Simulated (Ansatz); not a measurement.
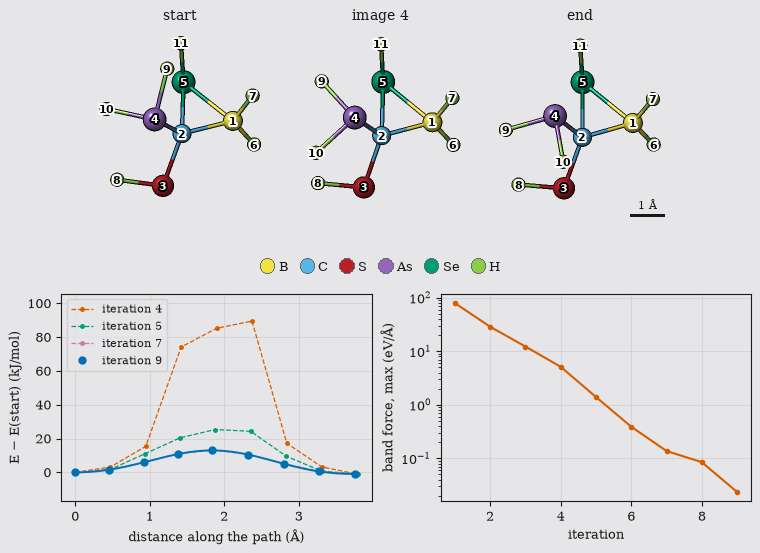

A nudged-elastic-band calculation for CH$_{6}$AsBSSe. Images are numbered from 0 (start) to 8 (end). The plot follows the band through its iterations. Style: ball-and-stick. Shown at a tilt.

These are results of Ansatz 0.2.0, RKS PBE-D4/def2-SVP, not measurements.

Input
```yaml
crystal:
  periodic: [false, false, false]
  atoms:
    - { symbol: B, position_ang: [-0.913464, 1.240892, 0.241904] }
    - { symbol: C, position_ang: [0.335662, 0.352851, -0.125553] }
    - { symbol: S, position_ang: [1.514255, 1.105433, -1.226605] }
    - { symbol: As, position_ang: [1.164431, -0.82457, 1.230845] }
    - { symbol: Se, position_ang: [-1.341372, -0.363851, -1.180733] }
    - { symbol: H, position_ang: [-1.065574, 2.297529, -0.345043] }
    - { symbol: H, position_ang: [-1.501923, 1.022685, 1.284913] }
    - { symbol: H, position_ang: [2.218157, -0.014276, -1.583813] }
    - { symbol: H, position_ang: [-0.132379, -1.558396, 1.630984] }
    - { symbol: H, position_ang: [1.558203, -1.957324, 0.253905] }
    - { symbol: H, position_ang: [-1.770697, -1.358074, -0.160103] }
basis:
  gaussian: { orbitals: def2-SVP }
hamiltonian:
  xc: pbe
  dispersion: d4
neb:
  order_check: false
  images: 7
  f_tol: 0.05
  max_iterations: 60
  initial_path: linear
  final_atoms:
    - { symbol: B, position_ang: [-0.90201569, 1.28668803, 0.26778046] }
    - { symbol: C, position_ang: [0.17259483, 0.20522424, -0.13504841] }
    - { symbol: S, position_ang: [1.46247418, 0.76666101, -1.20900659] }
    - { symbol: As, position_ang: [0.48074897, -1.3061852, 1.12108831] }
    - { symbol: Se, position_ang: [-1.63321972, -0.17093893, -1.18205789] }
    - { symbol: H, position_ang: [-0.86284702, 2.36805411, -0.29189379] }
    - { symbol: H, position_ang: [-1.51210436, 1.15171575, 1.31214188] }
    - { symbol: H, position_ang: [2.00144305, -0.44516081, -1.54668366] }
    - { symbol: H, position_ang: [1.32894646, -2.15260716, 0.14268578] }
    - { symbol: H, position_ang: [1.75111052, -0.66297958, 1.71468457] }
    - { symbol: H, position_ang: [-2.22183222, -1.09757246, -0.17298967] }
```

Run as
```bash
ansatz run input.yaml --threads 2 --pin off --max-ram 3072MiB --backend cpu --events-out ev --progress --plain --runs-dir out
```

Q: Did the band converge, and can the barrier be trusted?

A: The run is converged, with reservations. The band converged in 9 iterations. The largest component of the band force went from 80 to 0.023 eV/Å. The climbing image converged on the top of the path. Its curvatures weren't checked. The straight starting path can push atoms close together and costs iterations. The first iteration put the highest image at 2414.8 kJ/mol. The energy climbs by 13.0 kJ/mol to image 4 and then falls by 13.9 kJ/mol, so the end point sits at −0.9 kJ/mol.

The run took 91 s on 2 threads of AMD EPYC 9R45 96-Core Processor (Zen 5), with other jobs on the host, peak memory 0.23 GiB.
